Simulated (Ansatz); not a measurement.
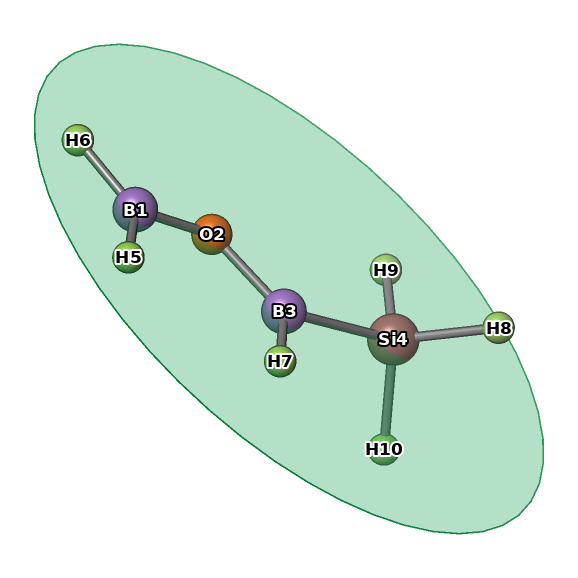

A disc through the centre of mass is drawn in. Distant atoms are faded towards the background colour. The computed structure is the end point of a PBE0-D4/def2-TZVP optimisation.

Q: Is the plane of the disc a mirror plane of the structure?

A: Yes. The reflection leaves B1, O2, B3, Si4, H5, H6, H7, H9 in place and moves H8 ↔ H10. The point group is Cs.
